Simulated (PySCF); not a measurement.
**GeAsNH6 (SMILES [NH2][GeH2][AsH2]) at 6 levels**

Wanted: a comparison of 6 runs (HF/def2-SVP, TPSSh/3-21G, B3LYP/6-31G*, MP2/def2-SVPD, MP2/def2-TZVP) of GeAsNH6. Input form: a Python script.

The results are computed with PySCF 2.14.0.

**1. The molecule**

GeAsNH6 has 9 atoms, charge 0, and is taken as a singlet. SMILES: `[NH2][GeH2][AsH2]`. Geometry: a GFN2-xTB relaxation, a rough one for these elements and not checked as a minimum. This is one conformer, not always the lowest.

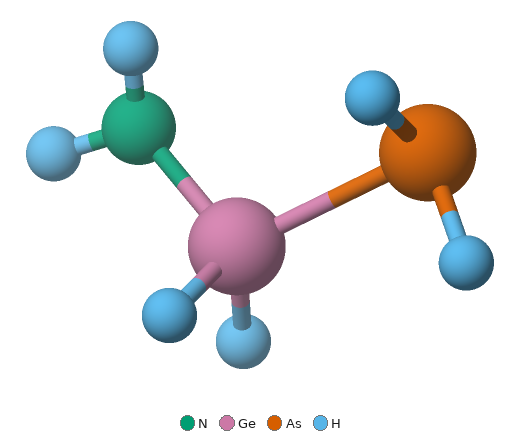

The structure, seen from a chosen angle (nitrogen teal, germanium pink, arsenic orange, hydrogen blue).

**2. Energy and forces at HF/def2-SVP (run 1)**

The input, mol.xyz:

```xyz
9

N     -1.091400     0.705140    -1.065940
Ge     0.261190     0.537030     0.150030
As    -0.179420    -1.405520     1.453540
H     -1.040390     1.489150    -1.699890
H     -1.311810    -0.119100    -1.607780
H      0.182550     1.850590     0.906690
H      1.637560     0.613400    -0.533910
H      0.339620    -2.293910     0.352900
H      1.202100    -1.376770     2.044370
```

The input, calc.py:

```python
from pyscf import gto

system = gto.M(
    atom='mol.xyz',
    basis='def2-svp',
    verbose=3,
    max_memory=1860,
)

calc0 = system.RHF()
calc0.conv_tol = 1e-10
calc0.kernel()
if not calc0.converged:
    calc0 = calc0.newton().run(calc0.mo_coeff, calc0.mo_occ)

e_final = calc0.e_tot
print(f'total energy: {e_final:.8f} hartree')
grad = calc0.nuc_grad_method().kernel()
calc0.analyze()
```

Run with:

```sh
OMP_NUM_THREADS=1 python calc.py
```

Output:

```text
converged SCF energy = -4366.92951181342
[... 13 lines left out ...]
MO #4   energy= -52.1274623105311  occ= 2
[... 12 lines left out ...]
MO #17  energy= -5.16456215989984  occ= 2
[... 12 lines left out ...]
MO #30  energy= -1.10437521024491  occ= 2
[... 12 lines left out ...]
MO #43  energy= 0.167422681608365  occ= 0
[... 12 lines left out ...]
MO #56  energy= 0.590244219625345  occ= 0
[... 12 lines left out ...]
MO #69  energy= 1.08226900811959   occ= 0
[... 12 lines left out ...]
MO #82  energy= 1.92284394982493   occ= 0
[... 12 lines left out ...]
MO #95  energy= 2.85419060509756   occ= 0
[... 12 lines left out ...]
MO #108 energy= 3.73991455666791   occ= 0
[... 10 lines left out ...]
Dipole moment(X, Y, Z, Debye):  0.77175, -0.37402, -1.10744
```

Wall time 21 s (1 thread of Intel Xeon at 2.70GHz, shared host); peak memory 0.25 GiB.

**3. Energy and gradient at TPSSh/3-21G (run 2)**

The input, start.xyz:

```xyz
9
AsGeH6N
N     -1.091400     0.705140    -1.065940
Ge     0.261190     0.537030     0.150030
As    -0.179420    -1.405520     1.453540
H     -1.040390     1.489150    -1.699890
H     -1.311810    -0.119100    -1.607780
H      0.182550     1.850590     0.906690
H      1.637560     0.613400    -0.533910
H      0.339620    -2.293910     0.352900
H      1.202100    -1.376770     2.044370
```

The input, calc.py:

```python
from pyscf import gto, dft

mol = gto.Mole()
mol.atom = 'start.xyz'
mol.max_memory = 1860
mol.spin = 0
mol.verbose = 4
mol.basis = '3-21g'
mol.charge = 0
mol.build()

mf = dft.RKS(mol)
mf.xc = 'tpssh'
mf.grids.level = 5
mf.conv_tol = 1e-10
mf.kernel()
if not mf.converged:
    mf = mf.newton().run(mf.mo_coeff, mf.mo_occ)

e_final = mf.e_tot
print('Final energy', e_final)
grad = mf.nuc_grad_method().kernel()
mf.analyze()
```

Run with:

```sh
OMP_NUM_THREADS=1 python calc.py
```

Output:

```text
PySCF version 2.14.0

[... 76 lines left out ...]
converged SCF energy = -4349.95684622668
[... 23 lines left out ...]
MO #2   energy= -395.881109585051  occ= 2
[... 8 lines left out ...]
MO #11  energy= -14.1564129958188  occ= 2
[... 8 lines left out ...]
MO #20  energy= -1.43828499450823  occ= 2
[... 8 lines left out ...]
MO #29  energy= -1.02525127597847  occ= 2
[... 8 lines left out ...]
MO #38  energy= -0.254359958487749 occ= 2
[... 8 lines left out ...]
MO #47  energy= 0.182178269335192  occ= 0
[... 8 lines left out ...]
MO #56  energy= 0.988827065909358  occ= 0
[... 8 lines left out ...]
MO #65  energy= 2.27030429565463   occ= 0
[... 77 lines left out ...]
Dipole moment(X, Y, Z, Debye):  0.90080, -0.31496, -1.49865
```

Wall time 40 s (1 thread of Intel Xeon at 2.70GHz, shared host); peak memory 0.65 GiB.

Runs 3 to 4 aren't shown in full; the table further down has their settings and results.

**4. Energy and forces at MP2/def2-SVPD (run 5)**

The input, geometry.xyz:

```xyz
9

N     -1.091400     0.705140    -1.065940
Ge     0.261190     0.537030     0.150030
As    -0.179420    -1.405520     1.453540
H     -1.040390     1.489150    -1.699890
H     -1.311810    -0.119100    -1.607780
H      0.182550     1.850590     0.906690
H      1.637560     0.613400    -0.533910
H      0.339620    -2.293910     0.352900
H      1.202100    -1.376770     2.044370
```

The input, run.py:

```python
from pyscf import gto, mp

mol = gto.M(
    atom='geometry.xyz',
    verbose=4,
    spin=0,
    max_memory=1860,
    basis='def2-svpd',
)

mf = mol.RHF()
mf.conv_tol = 1e-10
mf.kernel()
if not mf.converged:
    mf = mf.newton().run(mf.mo_coeff, mf.mo_occ)

pt = mp.MP2(mf, frozen=19).run()
energy = pt.e_tot
print('Final energy', energy)
grad = pt.nuc_grad_method().kernel()
mf.analyze()
```

Run with:

```sh
OMP_NUM_THREADS=1 python run.py
```

Output:

```text
PySCF version 2.14.0

[... 89 lines left out ...]
DFT Exchange-Correlation Energy =     -167.775108840206940
[... 19 lines left out ...]
MO #18  energy= -5.16578386730533  occ= 2
[... 17 lines left out ...]
MO #36  energy= -0.473951997078657 occ= 2
[... 17 lines left out ...]
MO #54  energy= 0.258321944312899  occ= 0
[... 17 lines left out ...]
MO #72  energy= 0.473918100574135  occ= 0
[... 17 lines left out ...]
MO #90  energy= 0.830415418151548  occ= 0
[... 17 lines left out ...]
MO #108 energy= 1.43086580512972   occ= 0
[... 17 lines left out ...]
MO #126 energy= 2.37154975884692   occ= 0
[... 17 lines left out ...]
MO #144 energy= 3.92403773463829   occ= 0
[... 156 lines left out ...]
Dipole moment(X, Y, Z, Debye):  0.78341, -0.36469, -0.97761
```

Run time: 2 min. Hardware: 1 thread of Intel Xeon at 2.70GHz, shared host; peak memory 1.8 GiB.

**5. Energy and forces at MP2/def2-TZVP (run 6)**

The input, calc.py:

```python
import pyscf.grad
from pyscf import gto, scf, mp

mol = gto.Mole()
mol.atom = '''
N     -2.062447     1.332521    -2.014335
Ge     0.493578     1.014840     0.283516
As    -0.339055    -2.656048     2.746793
H     -1.966052     2.814086    -3.212327
H     -2.478962    -0.225066    -3.038264
H      0.344970     3.497108     1.713396
H      3.094540     1.159158    -1.008944
H      0.641789    -4.334862     0.666884
H      2.271640    -2.601718     3.863299
'''
mol.max_memory = 1860
mol.basis = 'def2-tzvp'
mol.verbose = 4
mol.unit = 'bohr'
mol.build()

calc0 = scf.RHF(mol)
calc0.conv_tol = 1e-10
calc0.kernel()
if not calc0.converged:
    calc0 = calc0.newton().run(calc0.mo_coeff, calc0.mo_occ)

pt = mp.MP2(calc0, frozen=19).run()
e_final = pt.e_tot
print('Final energy', e_final)
grad = pt.Gradients().kernel()
calc0.analyze()
```

Run with:

```sh
OMP_NUM_THREADS=1 python calc.py
```

Output:

```text
PySCF version 2.14.0

[... 94 lines left out ...]
MO #3   energy= -56.2959578502168  occ= 2
[... 19 lines left out ...]
MO #23  energy= -2.10121302206947  occ= 2
[... 19 lines left out ...]
MO #43  energy= 0.14399297962947   occ= 0
[... 19 lines left out ...]
MO #63  energy= 0.576672231640334  occ= 0
[... 19 lines left out ...]
MO #83  energy= 1.26437078404024   occ= 0
[... 19 lines left out ...]
MO #103 energy= 1.80838652325892   occ= 0
[... 19 lines left out ...]
MO #123 energy= 2.74264047039231   occ= 0
[... 19 lines left out ...]
MO #143 energy= 3.65292715119233   occ= 0
[... 19 lines left out ...]
MO #163 energy= 33.0720464533684   occ= 0
[... 175 lines left out ...]
Dipole moment(X, Y, Z, Debye):  0.74991, -0.36443, -1.01095
```

Run time: 3.7 min. Hardware: 1 thread of Intel Xeon at 2.70GHz, shared host; peak memory 1.9 GiB.

**6. Overview of the runs**

| run | level | integration grid | Cartesian functions | energy (Eh) | dipole moment (D) of the reference | HOMO energy (eV) | LUMO energy (eV) | wall time |
| --- | --- | --- | --- | --- | --- | --- | --- | --- |
| 1 | HF/def2-SVP | – | no | -4366.929512 | 1.40 | -9.92 | 3.50 | 21 s |
| 2 | TPSSh/3-21G | 5 | no | -4349.956846 | 1.78 | -5.71 | 0.03 | 40 s |
| 3 | B3LYP/6-31G* (spherical functions) | 5 | no | -4370.746288 | 1.45 | -6.51 | -0.02 | 68 s |
| 4 | B3LYP/6-31G* (Cartesian functions) | 5 | yes | -4370.758870 | 1.45 | -6.52 | -0.05 | 74 s |
| 5 | MP2/def2-SVPD | – | no | -4367.614692 | 1.30 | -9.94 | 2.12 | 2 min |
| 6 | MP2/def2-TZVP | – | no | -4368.279314 | 1.31 | -9.94 | 2.99 | 3.7 min |

**7. Outcome**

```
                                           quantity           value
                                run 6: total energy  -4368.27931 Eh
        run 6: dipole moment (Hartree–Fock density)          1.31 D
         run 6: HOMO energy (Hartree–Fock orbitals)        -9.94 eV
         run 6: LUMO energy (Hartree–Fock orbitals)         2.99 eV
       run 6: HOMO–LUMO gap (Hartree–Fock orbitals)        12.93 eV
run 6: correlation energy (19 core orbitals frozen)      -736.7 mEh
                    run 6: largest force on an atom      0.820 eV/Å
```

**Reading.** Over runs 1, 2, 3, 4 the dipole moment (its size) runs from 1.40 D (HF/def2-SVP) to 1.78 D (TPSSh/3-21G). The two ends differ in method and basis. Over runs 1, 2, 3, 4 the HOMO–LUMO gap runs from 5.74 eV (TPSSh/3-21G) to 13.42 eV (HF/def2-SVP). Totals of different functionals can't be ranked against each other. All runs together took 9.1 min, the longest 3.7 min.
